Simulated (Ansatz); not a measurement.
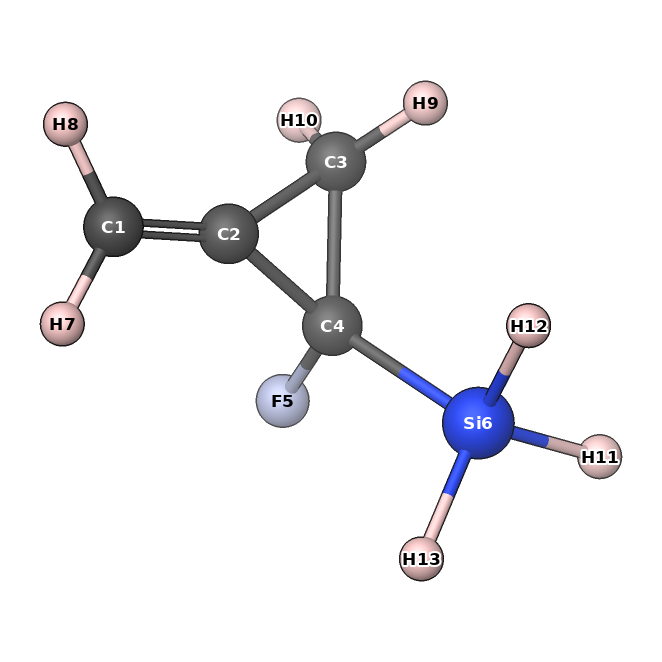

Atoms fade into the background with distance from the viewer. The computed structure is the end point of a PBE0-D4/def2-TZVP optimisation. No frequency run is at hand to confirm it as a minimum.

Find the stereocentres and stereogenic double bonds.

Centres: C4.

What are the Cahn–Ingold–Prelog descriptors?

C4: R (priorities Si6 > F5 > C2 > C3).

Give a SMILES with the stereochemistry.

C=C1C[C@@]1(F)[SiH3]
